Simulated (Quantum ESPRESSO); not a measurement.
Consider TiO2 (Rutile, P4_2/mnm).

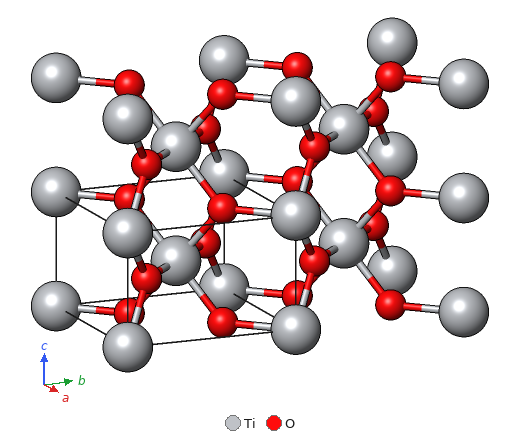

The structure (titanium light grey, oxygen red). 1×2×2 cells are drawn. Some periodic images of atoms are drawn too.

```cif
data_structure
_symmetry_space_group_name_H-M 'P 1'
_symmetry_Int_Tables_number 1
_cell_length_a 4.5922
_cell_length_b 4.5922
_cell_length_c 2.9574
_cell_angle_alpha 90.000
_cell_angle_beta 90.000
_cell_angle_gamma 90.000
_cell_volume 62.37
loop_
_atom_site_label
_atom_site_type_symbol
_atom_site_fract_x
_atom_site_fract_y
_atom_site_fract_z
_atom_site_occupancy
Ti1 Ti 0.50000 0.50000 0.50000 1
Ti2 Ti 0.00000 0.00000 0.00000 1
O3 O 0.80496 0.19504 0.50000 1
O4 O 0.69504 0.69504 0.00000 1
O5 O 0.19504 0.80496 0.50000 1
O6 O 0.30496 0.30496 0.00000 1
```

Absorber: atom 1, with 4 O at 1.95 Å and 2 O at 1.98 Å (octahedral, site symmetry mmm). Method: Quantum ESPRESSO XSpectra, PBE, full core hole (charged cell), 12-atom cell with 5.5 Å between holes, 4×4×4 k points, dipole transitions, Lorentzian half width 0.47 eV up to 4 eV, rising linearly to 4 eV at 25 eV (counted from xe0, 0.2 eV below the zero used here).

Q: Where do the maxima of the Ti K edge fall?

Main maxima up to 30 eV above the zero (height): 2.4 eV (0.26), 5.4 eV (0.28) and 21.2 eV (2.65). A K edge sees empty p states. The first eV above the zero hold little dipole weight, as the lowest empty bands are of d character; the main edge, of 4p character, rises through 0.6 near 10 eV above the zero. The total-energy difference plus the lowest empty eigenvalue puts the zero at 4985.58 eV. One term is added: -22.82 eV, since the hole is spin-paired here and a spin-polarised one costs that much less in the free atom (computed apart). The photon energy is then 4962.76 eV. The tabulated edge of the element is 4966 eV. The functional and the charged cell's background leave an error of a few eV in such absolute values.

The Ti K spectrum (energy from the lowest empty level; intensity scaled to a mean of 1 over the first 20 eV; the points at xe0, where the cut of filled states can leave a spike, are interpolated; polarised curves are means over the symmetry-equivalent atoms):

```tsv
E (eV)	isotropic	ε ⊥ c	ε ∥ c
-2.0	0.03	0.03	0.03
-0.5	0.04	0.04	0.04
1.0	0.08	0.08	0.08
2.5	0.26	0.20	0.37
4.0	0.15	0.14	0.16
5.5	0.28	0.25	0.34
7.0	0.22	0.22	0.21
8.5	0.33	0.36	0.27
10.0	0.60	0.68	0.43
11.5	0.98	1.12	0.70
13.0	1.27	1.40	1.01
14.5	1.60	1.71	1.39
16.0	2.03	2.12	1.84
17.5	2.42	2.49	2.28
19.0	2.59	2.58	2.61
20.5	2.64	2.57	2.80
22.0	2.64	2.55	2.81
23.5	2.53	2.48	2.65
25.0	2.37	2.33	2.44
26.5	2.19	2.16	2.26
28.0	2.04	2.00	2.12
29.5	1.96	1.91	2.07
31.0	1.97	1.91	2.09
```

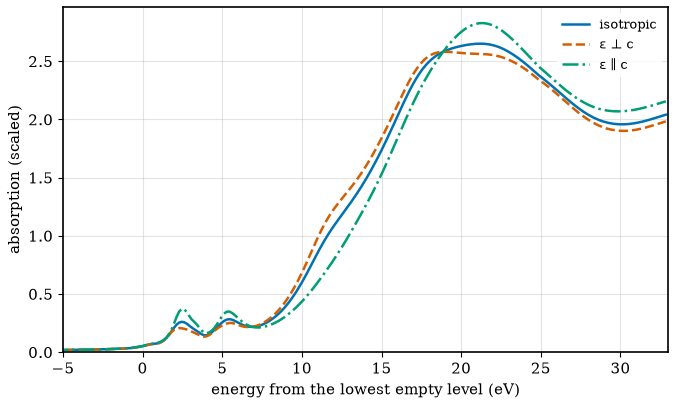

The Ti K edge.

Quadrupole 1s→3d transitions, which feed the pre-edge, are not in the dipole spectrum. The holes are only 5.5 Å apart, so the shape is probably not converged with cell size; no larger cell was run here. Lifetime broadening is put in by hand, and intensities beyond about 20 eV depend on it and on the partial waves. The structure is a published determination, not relaxed.

[Banner, clock and machine lines of the logs are left out without a mark of their own.]

[Logs are printed without paths, hosts, clocks, repeated set-up lines and the standing remarks that a program may print on its own settings, such as how far it seeks lower states.]

[Hosts, paths, dates, database ids (printed as entryN), source tags and the programs' standing remarks are cut or masked in the printed files.]

[Lists of maxima count a maximum above −3 eV only where it reaches 4 % of the highest in the window and stands out from its surroundings by 2 % of it (1.5 % where it reaches 55 %); shoulders and weaker maxima are passed over, and of the rest the first, up to two pre-edge ones and the few strongest are named.]
